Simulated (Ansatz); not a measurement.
# Fields on a plane of CdSe (wurtzite)

```yaml
crystal:
  lattice:
    - [4.38288, 0.00000, 0.00000]
    - [-2.19144, 3.79568, 0.00000]
    - [0.00000, 0.00000, 7.15467]
  atoms:
    - { symbol: Cd, position: [0.66667, 0.33333, 0.00047] }
    - { symbol: Cd, position: [0.33333, 0.66667, 0.50047] }
    - { symbol: Se, position: [0.66667, 0.33333, 0.62473] }
    - { symbol: Se, position: [0.33333, 0.66667, 0.12473] }
```

The slice is a (0001) plane (indices of the conventional cell) through the point (0.667, 0.333, 0.625) (fractional), spanned by u = [110] and v = [1 -1 0] in vectors of this cell: u (4.38 Å) and v (7.59 Å, at 90° to u). It covers one period; positions are fractions (u, v).

Atoms on it: Se at (0.00, 0.00); Se at (0.50, 0.50). Other atoms lie within 1 Å of the plane.

Method: PBE (plane waves to 420 eV, PAW, scalar-relativistic; Ansatz, an electronic-structure program). k mesh 9×9×5. These are valence fields of a PAW run, semicore shells included where kept as valence: close to a nucleus they are smooth pseudo fields. CdSe was relaxed with its symmetry unable to fall. The PAW data are Ansatz's earlier set.

```
|%%##++==--::......::--==++##|
|++++==--::..      ..::--==++|
|====----::..      ..::----==|
|------::..          ..::----|
|----::::..          ..::::--|
|----::::....      ....::::--|
|====--::::..::::::..::::--==|
|++==----::::------::::----==|
|====--------======--------==|
|--------====++++++====------|
|::::::--==++##%%##++==--::::|
|..::::--==++%%@@%%++==--::::|
|....::--==++##%%##++==--::..|
|    ..::--==++++++==--::..  |
|    ..::----======----::..  |
|      ..::----------::..    |
|      ..::::------::::..    |
|    ....::::------::::....  |
|::::..::::--======--::::..::|
|----::::----==++==----::::--|
|====--------======--------==|
|++++====--------------====++|
|%%##++==--::::::::::--==++##|
|@@%%++==--::::..::::--==++%%|
```
Scale: ten equal steps from -1.81 (start of ' ') to 1.81 (end of '@'), in the order ' .:-=+*#%@'. Values: log₁₀ of the valence density in e/Å³. The map has 14 points along u (two characters each, u = 0 at the left) and 24 along v (v = 0 in the bottom row). The scale is logarithmic, as a density can span decades between atoms and voids.

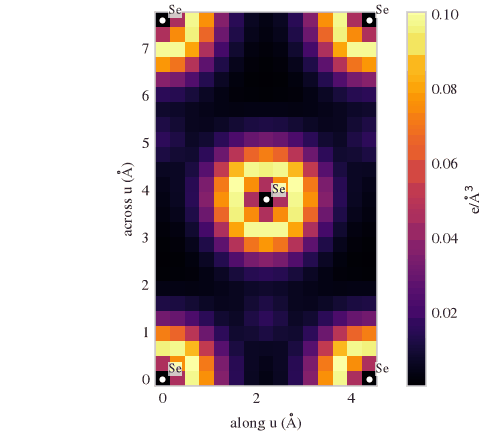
Density of the highest valence band (whole band, smooth part) in e/Å³, one period of the plane, atoms marked.
